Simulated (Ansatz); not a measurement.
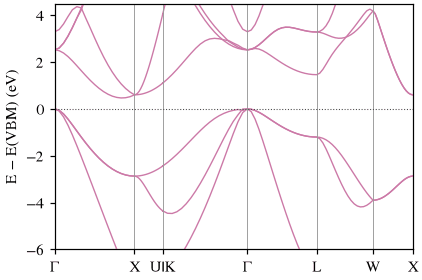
*Band structure from plane-wave PAW PBEsol (Ansatz code)*

### Question
Read off the gap and where the band edges lie.

### Answer
About 0.5 eV (0.46 eV by a search for the band edges); maximum at Γ, minimum on the Γ–X line, 84 % of the way from Γ.

### Question
Which compound is it?
A) Be2C, fluorite or antifluorite type
B) C, Fd-3m (C on 32e)
C) Si, diamond
D) AgI, zinc blende

### Answer
C, Si, diamond

The PBEsol relaxation kept the symmetry of its start.

Potentials: the earlier of the program's two PAW sets. The files were generated under PBE; for other functionals the program regenerates the frozen cores, and for LDA and PBEsol the local potential too.
